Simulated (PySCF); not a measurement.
| atom | x (Å) | y (Å) | z (Å) |
| --- | --- | --- | --- |
| C | -2.0355 | -2.2089 | -0.2497 |
| C | -1.9926 | -0.9233 | -0.0713 |
| C | -0.7787 | -0.1102 | 0.0036 |
| C | -0.8587 | 1.2722 | 0.1532 |
| C | 0.2938 | 2.0350 | 0.2177 |
| C | 1.5362 | 1.4361 | 0.1351 |
| C | 1.6223 | 0.0556 | -0.0119 |
| S | 3.2311 | -0.6749 | -0.1112 |
| C | 0.4746 | -0.7139 | -0.0775 |
| H | -2.7582 | -2.9846 | -0.3391 |
| H | -2.9159 | -0.3369 | 0.0362 |
| H | -1.8255 | 1.7503 | 0.2172 |
| H | 0.2252 | 3.1065 | 0.3320 |
| H | 2.4397 | 2.0242 | 0.1845 |
| H | 2.8076 | -1.9307 | -0.2379 |
| H | 0.5269 | -1.7875 | -0.1921 |

Geometry: GFN2-xTB.

Method: UKS B3LYP, pcH-1 on C H S, non-relativistic, mean-field spin-orbit, GIAO in PySCF 2.14.0, density-fitted response routines.

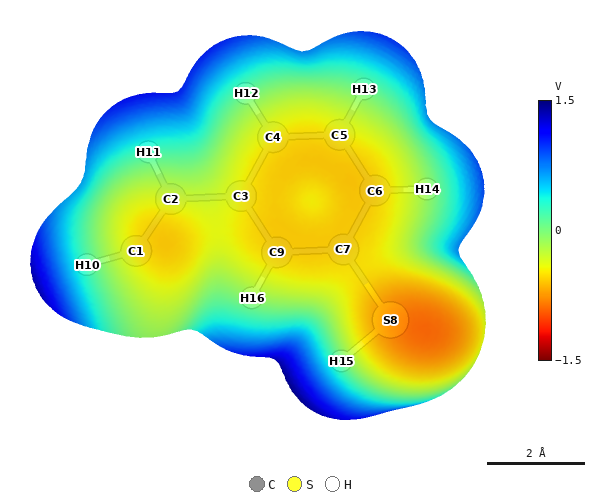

C₈H₇S (doublet). The molecular electrostatic potential painted on the density surface at 0.002 e/bohr³, seen across its widest extent; red is negative and blue positive.

> Where is the surface potential most negative and most positive?

The most negative region (about −0.9 V, or −21 kcal/mol for a unit charge) lies over S8, the most positive (about +1.4 V, or +32 kcal/mol for a unit charge) over H10 and H15.
